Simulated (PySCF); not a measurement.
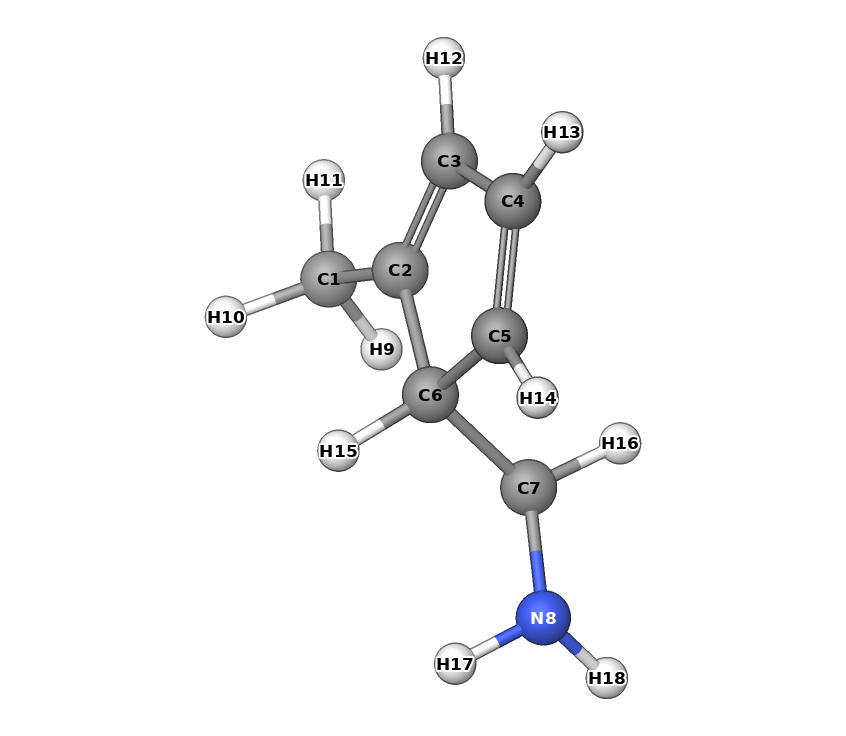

The species is neutral and a spin doublet. The computed structure is the end point of a GFN2-xTB optimisation. No frequency run is at hand to confirm it as a minimum. Computed with UKS B3LYP, pcH-1 on C H N, non-relativistic (PySCF 2.14.0). Fermi-contact and spin-dipolar terms alone, no spin-orbit part.

### Which nucleus has the largest dipolar (anisotropic) hyperfine coupling?

13C at C7: principal values −68.3, −67.3, 135.6 MHz.

List the isotropic and dipolar parts for the most strongly coupled nuclei, one of each equivalent set.

```json
{"atom": "C7", "isotope": "13C", "a_iso (MHz)": "140.5", "dipolar part (MHz)": "−68.3, −67.3, 135.6"}
{"atom": "H16", "isotope": "1H", "a_iso (MHz)": "−27.8", "dipolar part (MHz)": "−30.8, −2.0, 32.8"}
{"atom": "N8", "isotope": "14N", "a_iso (MHz)": "11.8", "dipolar part (MHz)": "−11.7, −11.2, 22.9"}
{"atom": "H18", "isotope": "1H", "a_iso (MHz)": "3.3", "dipolar part (MHz)": "−13.2, −5.6, 18.8"}
{"atom": "H17", "isotope": "1H", "a_iso (MHz)": "12.4", "dipolar part (MHz)": "−13.0, −5.5, 18.5"}
{"atom": "C5", "isotope": "13C", "a_iso (MHz)": "41.5", "dipolar part (MHz)": "−10.5, −1.2, 11.7"}
{"atom": "C4", "isotope": "13C", "a_iso (MHz)": "5.5", "dipolar part (MHz)": "−5.9, −5.0, 10.9"}
{"atom": "H15", "isotope": "1H", "a_iso (MHz)": "28.5", "dipolar part (MHz)": "−4.9, −4.1, 9.0"}
```
